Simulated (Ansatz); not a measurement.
# Bilayer SnO: simulated STM, part 2 of 2

The task: relax bilayer SnO and compute the vacuum tail of its states by energy, as an STM tip samples it.

Ansatz 0.2.0; DFT PBE+D3(BJ), scalar-relativistic, plane waves, PAW.

**3. Densities by energy window**

The windows are in eV from the zero of bias; a denser mesh resolves them.

input.yaml

```yaml
crystal:
  lattice:
    - [3.8712032, 0.0, 0.0]
    - [-0.00125016, 3.871203, 0.0]
    - [0.0, 0.0, 25.4386837703]
  atoms:
    - { symbol: Sn, position: [0.7512002947, 0.2487997054, 0.3605353652] }
    - { symbol: O, position: [0.2502552488, 0.2498319898, 0.4060298677] }
    - { symbol: O, position: [0.7501680103, 0.7497447511, 0.4060298677] }
    - { symbol: Sn, position: [0.251011726, 0.7489882738, 0.4514619425] }
    - { symbol: Sn, position: [0.7489882246, 0.2510117755, 0.5485377795] }
    - { symbol: O, position: [0.7497447601, 0.7501679829, 0.5939702966] }
    - { symbol: O, position: [0.2498320169, 0.25025524, 0.5939702966] }
    - { symbol: Sn, position: [0.2487997195, 0.7512002804, 0.6394645843] }
basis:
  ecutwfc: 420.0
  fft_grid_basis: typed
kpoints:
  mp_grid: { grid: [19, 19, 1] }
hamiltonian:
  xc: pbe
  dispersion: d3bj
scf:
  occupations: { method: gaussian, width: 0.05 }
output:
  forces: true
  eigenvalues: true
  band_densities:
    - { e_range: [-2.7, -1.9] }
    - { e_range: [-1.9, -1.3] }
    - { e_range: [-1.3, -0.95] }
    - { e_range: [-0.95, 0.0] }
    - { e_range: [0.0, 0.95] }
    - { e_range: [0.95, 1.3] }
    - { e_range: [1.3, 1.9] }
    - { e_range: [1.9, 2.5] }
  band_residual_tolerance: 1.0e-05
  write_potential: true
  elf: true
  write_density: true
  volumetric_format: npy
efield:
  axis: 3
  dipole_correction: true
  ramp_width: 0.04
checkpoint:
  read: start.run
  write: ck
  compress: false
  write_wavefunctions: false
  write_every: 100000
```

Launch:

```sh
$ ansatz run input.yaml --threads 1 --pin off --max-ram 2211MiB --backend cpu --events-out ev --progress --plain --runs-dir out
```

Output:

```text
Warning: RAYON_NUM_THREADS=1 ignored (pool sized by the plan → 1); use --threads N
Engine: ansatz 0.2.0, x86_64-unknown-linux-gnu
Pseudopotentials: kind: paw
Pseudopotential: Sn, paw, valence charge 14, recommended cutoff 420 eV (normal), Sn.paw.azcp
Pseudopotential: O, paw, valence charge 6, recommended cutoff 420 eV (normal), O.paw.azcp
Functional definition: PBE
  parameter kappa = 0.804
  parameter beta = 0.06672455060314922
  exchange = pbe_x(kappa = kappa, mu = beta*pi^2/3)
  correlation = pbe_c(beta = beta)
Crystal: 8 atoms, lattice volume = 381.230 Å³
Basis set: ecut = 420 eV, 7501 PW (Γ), exchange–correlation on 54×54×360 points (8 copies of the dense FFT grid, shifted against one another)
Bands: 48, of which v1, the nominal top of the filled ones, is band 40 counted from 1 (39 counted from 0)
Symmetry: 2 space group operations
k-points: 100 of 361 (time reversal used)
Non-local potential: Sn, projectors of the file, l = 0: 2, l = 1: 2, l = 2: 2, l = 3: 2
Non-local potential: O, projectors of the file, l = 0: 2, l = 1: 2, l = 2: 1
PAW form: soft (Blöchl's): semilocal exchange-correlation on the pseudo side does not see the compensation charge
PAW one-centre angular grid: Sn, 590 points (default); XC on 64 Gauss nodes
PAW one-centre angular grid: O, 110 points (default); XC on 64 Gauss nodes
Initial density: read from a saved state, or passed on in memory by an earlier SCF of this step, an earlier step, the calling program or the single point that the run made first
Stability of the state it starts from, as read at its close in the unpolarized treatment: not read negative (Ritz values of 1 − χ₀K, real part plus size of imaginary part, from 1.0 to 1.2, by its mixing steps under the symmetry group of the SCF that read it)
Initial wavefunctions: pseudopotential atomic-orbital guess
Functional: x = pbe(κ = 0.804, μ = 0.2195149727645171), c = pbe(β = 0.06672455060314922)
iter 1 solved again at ethr=2.53e-7 eV; its pass at ethr=3.10e-3 eV (dr2=2.02e-4 eV) is discarded
SCF iter   1: F=—  HF=-26368.080937 eV  |F-HF|=—  |Δ(HF+E_count)|=         —  Δρ=6.25e-6  dr2=1.71e-7  ethr=2.53e-7  p=-0.000 e·Å  D=-1.65e-5 V/Å  ΔV_dip=0.00 eV  dr2_dipole=1.08e-8  V_vac-E_F(+/−)=3.98/3.97 eV  ⟨swp⟩=4.2  Hψ=35641  notcnv=0
efield: sawtooth ramp at fractional position 0.9800 (handed on by an earlier solve), width 0.0400; the density the first Hamiltonian is built on has a dipole p = -0.000 e·Å; the dipole correction subtracts the counter field D = -1.65e-5 V/Å, which shifts the + side's vacuum level by +0.00 eV against the − side's; the planar-averaged density in the ramp window peaks in size at 3.9e-6 e/Å³
eigensolver tolerance schedule: the retry pair's looser diagonalisation over-reported the residual by 1181.40 of it (diagonalisation noise at 0.11 of the residual, at the tolerance the schedule requests for it); recorded, not acted on — ethr = c·dr2/N_el stays at c = 1.0e-1
preconditioner: auto → Resta (q_TF=auto, 2.103 Å⁻¹)  ε∞=1.9  [insulator: Δε(μ)=1.181 eV  Ē_g=17.676 eV  σ=0.050 eV  W_gap=1.00  n_scr=60 (ndim 8)  ℏωp=17.0 eV  f_vac=0.591  D(μ)=0.00/eV (n_scr^D=0)  ε∞_Penn≈1.9  vacuum switching on, ρ_ref=2.3e-2 e/Å³]
SCF iter   2: F=—  HF=-26368.080651 eV  |F-HF|=—  |Δ(HF+E_count)|=   2.86e-4  Δρ=4.94e-6  dr2=1.15e-7  ethr=2.14e-10  p=0.000 e·Å  D=1.05e-5 V/Å  ΔV_dip=-0.00 eV  dr2_dipole=1.15e-8  V_vac-E_F(+/−)=3.97/3.97 eV  ⟨swp⟩=3.6  Hψ=11684  notcnv=0
SCF iter   3: F=-26368.080651 eV  HF=-26368.080651 eV  |F-HF|=6.82e-9  |Δ(HF+E_count)|=   1.51e-8  Δρ=2.21e-6  dr2=8.44e-9  ethr=1.25e-10  p=-0.000 e·Å  D=-5.27e-6 V/Å  ΔV_dip=0.00 eV  dr2_dipole=2.69e-10  V_vac-E_F(+/−)=3.97/3.97 eV  ⟨swp⟩=23.2  Hψ=44133  notcnv=0
SCF 1 converged in 3 iterations: F = -26368.080651 eV  dr2 = 8.44e-9
NSCF: frozen V_eff on 72 k-points
efield: sawtooth ramp at fractional position 0.9800 (kept from the solve that this one continues, or follows in the run), width 0.0400; the density the first Hamiltonian is built on has a dipole p = -0.000 e·Å; the dipole correction subtracts the counter field D = -5.27e-6 V/Å, which shifts the + side's vacuum level by +0.00 eV against the − side's; the planar-averaged density in the ramp window peaks in size at 3.9e-6 e/Å³
WARN: The output density's exchange-correlation potential varies sharply where the density is thin. Do not read a vacuum level from v_tot or v_xc, or from such a field of the output density. On a cell that repeats whose density bears no net charge and no dipole along the vacuum's axis use v_es (v_loc + v_h of the components); under efield.dipole_correction with no amplitude use v_es + v_field, which holds any external_charges[].barrier, or the levels of the report's work_function block, which leave it out; under a non-zero efield.amplitude the vacuum is tilted and has no level; on a cell that repeats and bears such a dipole with no correction it is tilted too, and efield.dipole_correction with no amplitude gives each side of its ramp a level where efield: is served; in a cell that repeats whose density bears a net charge (total_charge, or a fill off its count) it is curved and has none; of a slab under crystal.periodic whose density bears no net charge use v_es, which has a level on each side, short of where the two are joined; of another it falls or rises all the way out and has none; of a slab beside external_charges read slab_vacuum_level instead, which it has where they leave it neutral. The grid or the basis barely resolves most such structure, and the values can differ between equally converged runs; as a rule a tighter scf.convergence.dr2_threshold does not remove it. Where the density itself ripples (under the LDA too) a higher basis.ecutwfc lessens it. The files hold the spikes' plane waves up to the density's cutoff. Files: v_tot_of_output_density and the like, and their columns of v_z.tsv (output.write_potential); v_xc_of_output_density and the like, and their columns of v_comp_z.tsv (output.write_potential_components). Measured: with its Gaussian average of σ = 0.25 Å subtracted twice, the exchange-correlation potential is over 0.1 eV at 66 of the grid points where the equally averaged density (valence and model cores) is under 1e-3 e/Å³, and 0.194 eV at the most among them, at an averaged density of 1.4e-7 e/Å³. The input density's (outcome.potential() and, of a run that writes arrays, v_tot and v_xc) is over 0.1 eV, so measured, at 13 points of its own thin density, 0.120 eV at the most. See output.write_potential in the manual, Limitations
SCF converged after 3 iterations
Free energy (F): -26368.080651 eV
Harris-Foulkes:  -26368.080651 eV  (|F-HF|=6.82e-9)
Internal energy: -26368.080651 eV  (E = F + TS)
E sigma→0 (E₀):  -26368.080651 eV
Fermi energy:    1.209494 eV
Dipole field:    D = 0.000011 V/Å  (p = 0.000023 e·Å, saw-weighted, corrected)
Work function:   Φ+ = 3.9747 eV   Φ− = 3.9750 eV
Levels:          The Fermi level and band energies are counted from a zero that moves with the ramp; work functions are not
--- Per-component energies (eV) ---
  E_band       = -1068.110162
  E_kinetic    = 1443.672678
  E_local      = -73398.944660  (includes V_loc(G=0)·N_el)
  E_nonlocal   = 63.461605
  E_hartree    = 36571.702764
  E_xc         = -1824.881791
  E_vxc        = -759.470999  (∫ρ·V_xc dr)
  E_paw        = -17175.532891  (= ΣΔE_a)
  E_vpaw       = -1560.245970  (= ΣTr[D̂ρ^β])
  E_aug_tail   = 0.009557  (compensation charges beyond the density's cutoff)
  E_efield     = 0.000000  (sawtooth field / dipole correction)
  E_vefield    = 0.000000  (∫n·V_field dr)
  E_ewald      = 27953.860754
  E_disp       = -1.428666  (pairwise vdW)
  E_smearing   = -0.000000  (= −TS)
  E_closure    = 0.000000  (closes the sum)
  Σ components = -26368.080651   (vs F -26368.080651, Δ=0.00e0)
--- Forces (eV/Å), atoms counted from 1 ---
  atom   1  Sn    -0.01208953     0.01208563    -0.00887809
  atom   2  O      0.00931945    -0.00989504     0.00304157
  atom   3  O      0.00989805    -0.00931625     0.00304157
  atom   4  Sn    -0.00969338     0.00969025     0.00967325
  atom   5  Sn     0.00969403    -0.00969090    -0.00947155
  atom   6  O     -0.00931988     0.00989546    -0.00318197
  atom   7  O     -0.00989847     0.00931668    -0.00318197
  atom   8  Sn     0.01208974    -0.01208584     0.00895489
  max |Σ_I F_I| component: 2.31e-6 eV/Å
--- Band table (eV; the first three rows and the last of 100) ---
  k-point 0: bands = ["-20.7899", "-20.7795", "-20.4292", "-20.4236", "-20.4234", "-20.4210", "-20.4017", "-20.3970", "-20.3969", "-20.3884", "-20.3847", "-20.3644", "-20.3414", "-20.3389", "-20.3202", "-20.3196", "-20.3190", "-20.3172", "-20.3105", "-20.3103", "-18.7346", "-18.7147", "-16.3603", "-16.3598", "-7.5128", "-6.6151", "-4.8640", "-4.8635", "-4.7976", "-4.7971", "-4.6503", "-3.0264", "-2.2440", "-2.2018", "-1.9477", "-1.9434", "-1.9392", "-1.9348", "-0.4669", "0.5810", "2.7119", "2.7631", "2.9385", "4.3533", "4.3555", "4.9984", "5.0878", "5.2144"]
  k-point 1: bands = ["-20.7884", "-20.7783", "-20.4310", "-20.4233", "-20.4219", "-20.4205", "-20.4044", "-20.3972", "-20.3950", "-20.3878", "-20.3856", "-20.3642", "-20.3412", "-20.3391", "-20.3327", "-20.3280", "-20.3191", "-20.3116", "-20.3104", "-20.3066", "-18.7138", "-18.6939", "-16.3727", "-16.3724", "-7.4988", "-6.6176", "-4.8608", "-4.8466", "-4.8359", "-4.7808", "-4.6307", "-3.1380", "-2.2858", "-2.2478", "-1.9692", "-1.9611", "-1.9464", "-1.8556", "-0.4594", "0.5933", "2.7672", "2.8285", "3.0112", "4.0976", "4.3807", "5.0258", "5.1343", "5.4494"]
  k-point 2: bands = ["-20.7839", "-20.7747", "-20.4375", "-20.4227", "-20.4205", "-20.4176", "-20.4089", "-20.3979", "-20.3928", "-20.3881", "-20.3861", "-20.3648", "-20.3508", "-20.3458", "-20.3403", "-20.3397", "-20.3180", "-20.3114", "-20.3067", "-20.3037", "-18.6530", "-18.6330", "-16.4103", "-16.4100", "-7.4574", "-6.6243", "-4.9151", "-4.8482", "-4.7950", "-4.7311", "-4.6095", "-3.4165", "-2.3627", "-2.3587", "-2.0384", "-2.0310", "-1.9790", "-1.6863", "-0.4403", "0.6148", "2.9118", "3.0126", "3.2193", "3.7022", "4.4595", "5.0961", "5.2202", "5.3931"]
  k-point 99: bands = ["-20.7189", "-20.7171", "-20.7015", "-20.6997", "-20.4210", "-20.4207", "-20.3902", "-20.3896", "-20.3829", "-20.3827", "-20.3484", "-20.3482", "-20.3271", "-20.3271", "-20.3241", "-20.3239", "-20.3014", "-20.3009", "-20.2803", "-20.2802", "-17.2236", "-17.2054", "-17.2018", "-17.1838", "-7.6550", "-7.6431", "-7.5794", "-7.5650", "-4.1235", "-4.0813", "-3.8485", "-3.8199", "-1.3333", "-1.3298", "-1.3219", "-1.3175", "-1.2946", "-1.2938", "-0.7738", "-0.7387", "1.7994", "1.8175", "3.5724", "3.6176", "4.5514", "4.5690", "5.9335", "5.9993"]
--- Band densities, each state counted as filled ---
  window                                       electrons  max residual (eV)  cut levels
  e_range: [-2.7, -1.9]                         3.523546             3.4e-9           0
  e_range: [-1.9, -1.3]                         2.598338             3.5e-9           0
  e_range: [-1.3, -0.95]                        0.265928             2.0e-9           0
  e_range: [-0.95, 0]                           0.559557             3.3e-9           0
  e_range: [0, 0.95]                            0.177285             3.1e-6           0
  e_range: [0.95, 1.3]                          0.288089             3.4e-6           0
  e_range: [1.3, 1.9]                           1.944598             3.5e-6           0
  e_range: [1.9, 2.5]                           3.102493             3.0e-6           0
```

Wall time 2.7 min (1 thread of Intel Xeon 6975P-C (Granite Rapids), shared host); peak memory 1.6 GiB.

From the log: gap on the mesh 1.18 eV.

band_densities.tsv:

```
# window	n_electrons	max_residual_ev	n_cut_levels
# fermi_ev = 1.209494
# range_zeros_ev = 1.209494
# range_zeros_ev: from where a range's energies are measured, in spin up and in spin down where the run solves two channels
e_range_-2.7_-1.9	3.523546	3.385e-9	0
e_range_-1.9_-1.3	2.598338	3.453e-9	0
e_range_-1.3_-0.95	0.265928	1.956e-9	0
e_range_-0.95_0	0.559557	3.310e-9	0
e_range_0_0.95	0.177285	3.130e-6	0
e_range_0.95_1.3	0.288089	3.382e-6	0
e_range_1.3_1.9	1.944598	3.472e-6	0
e_range_1.9_2.5	3.102493	3.030e-6	0
```

**4. Simulated images**

Simulated STM (Tersoff–Hamann, s-wave tip, no tip–sample forces). Zero bias lies in the gap, 0.59 eV above the top filled level.

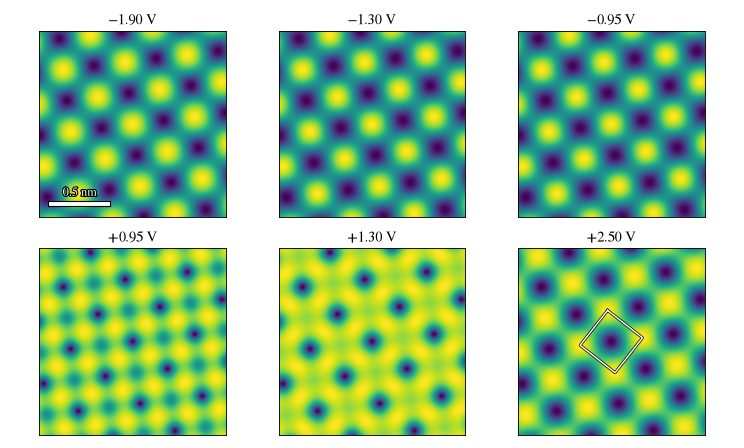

Constant-current images of bilayer SnO at 6 sample biases, each on its own colour scale; the last shows the surface cell.

**How do the images change with bias?**

```tsv
bias	set point (e/Å³)	corrugation	brightest over
−1.90 V	3.6 × 10⁻⁵	50 pm	top Sn atoms
−1.30 V	1.0 × 10⁻⁵	30 pm	top Sn atoms
−0.95 V	8.6 × 10⁻⁶	27 pm	top Sn atoms
+0.95 V	2.7 × 10⁻⁷	1.0 Å	O atoms about 1.2 Å below slab's top atoms
+1.30 V	1.1 × 10⁻⁶	91 pm	O atoms about 1.2 Å below slab's top atoms
+2.50 V	6.2 × 10⁻⁴	18 pm	Sn atoms about 2.3 Å below slab's top atoms
```

The slab has a gap of 1.18 eV on its k-mesh, so no current flows between −0.59 V and +0.59 V.

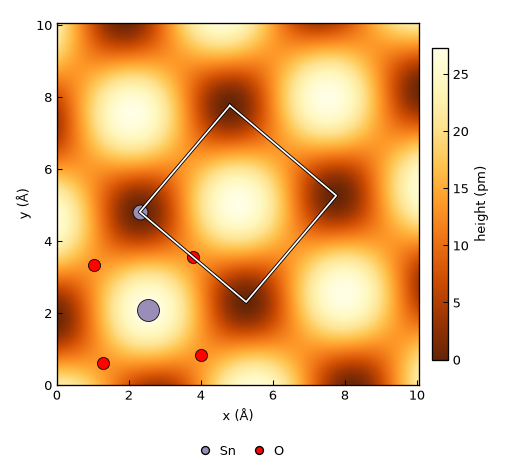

Constant-current image at a set point of 8.6 × 10⁻⁶ e/Å³, bias −0.95 V (filled states); exposed atoms are drawn over one corner and one cell is outlined.

The brightest spots lie over the top Sn atoms; the darkest points are over the Sn atoms about 2.3 Å below the slab's top atoms. The corrugation is 27 pm at a mean tip height of 4.0 Å.

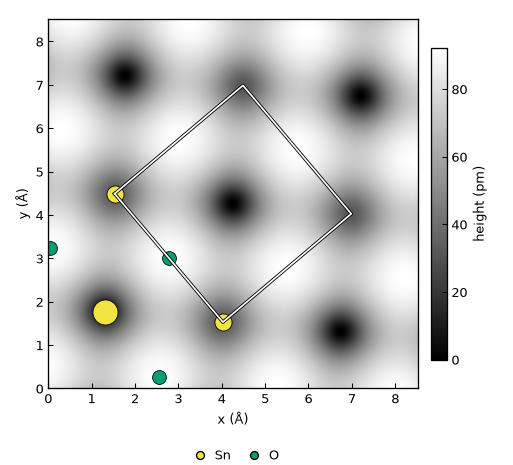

Constant-current image at a set point of 1.1 × 10⁻⁶ e/Å³, bias +0.95 V (empty states); exposed atoms are drawn over one corner and one cell is outlined.

The brightest spots lie over the O atoms about 1.2 Å below the slab's top atoms; the darkest points are over the top Sn atoms. The corrugation is 92 pm at a mean tip height of 3.5 Å.

**5. More from the same densities**

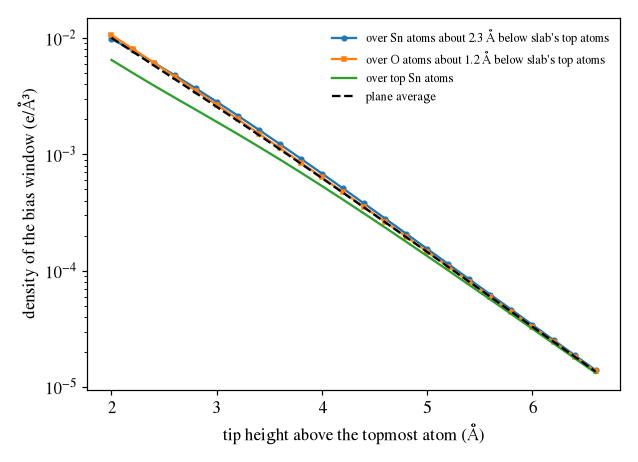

Approach curves over bilayer SnO at a sample bias of +2.50 V.

**How fast does the current decay, and what apparent barrier height does that imply?**

Near 4 Å the plane average falls as exp(−1.44 z/Å), a factor of 4.2 per ångström, which gives an apparent barrier of 2.0 eV (0.952 eV Å² times the slope squared). The vacuum level lies 3.97 eV above zero bias. The apparent barrier is lower, since the highest empty states in the window lie nearer the vacuum level.

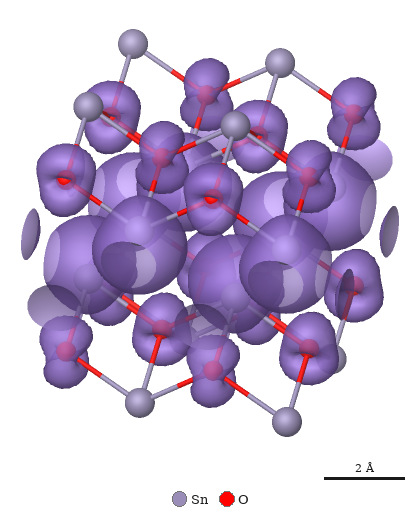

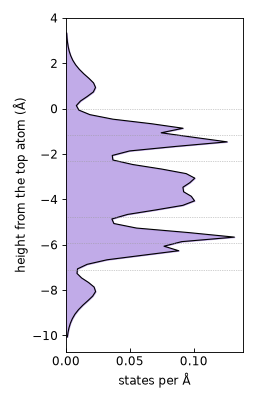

Density of all states between −0.95 and 0.00 eV from the zero of bias in the gap in bilayer SnO: purple isosurface at 7.0 × 10⁻³ e/Å³, seen from the side, tilted, and its sum over planes (dotted lines mark the atomic planes).

The density is that of the smooth PAW orbitals, smoothed near the nuclei.

**Where in the slab do these states sit?**

The window holds 0.56 states per cell. Shares by plane, top to bottom: Sn 8 %, O2 20 %, Sn 23 %, Sn 21 %, O2 20 %, Sn 8 %. 

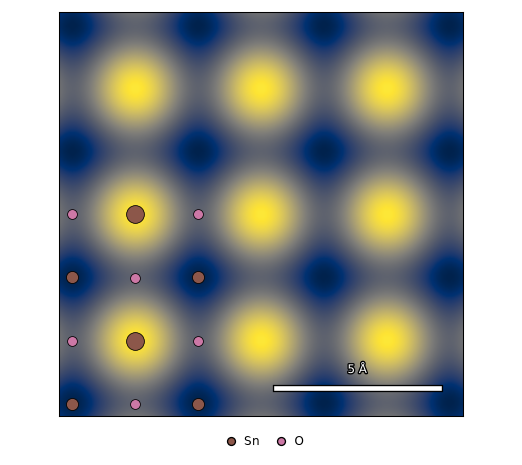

Map of the apparent barrier height, 0.952 eV Å² × (d ln I/dz)², 3.4 Å above bilayer SnO at −0.95 V; lighter colours are higher.

**Where is the apparent barrier highest and lowest, and over what range?**

It is highest, 5.1 eV, over the top Sn atoms, and lowest, 2.9 eV, over the Sn atoms about 2.3 Å below the slab's top atoms. The vacuum level lies 3.97 eV above zero bias.

**6. Results**

What follows sums up all 2 parts.

```
                             quantity    value
vacuum level over zero bias, top face  3.97 eV
          gap of the slab on its mesh  1.18 eV
 corrugation at −0.95 V, tip 4.0 Å up    27 pm
 corrugation at +0.95 V, tip 3.5 Å up    92 pm
```

What this shows: At −0.95 V the brightest spots lie over the top Sn atoms; the darkest points are over the Sn atoms about 2.3 Å below the slab's top atoms. At +0.95 V the brightest spots lie over the O atoms about 1.2 Å below the slab's top atoms; the darkest points are over the top Sn atoms. The model has an s-wave tip and no tip-sample forces.

These are semilocal Kohn-Sham gaps, which aren't the measured quantity. Such gaps usually fall short of the measured ones.
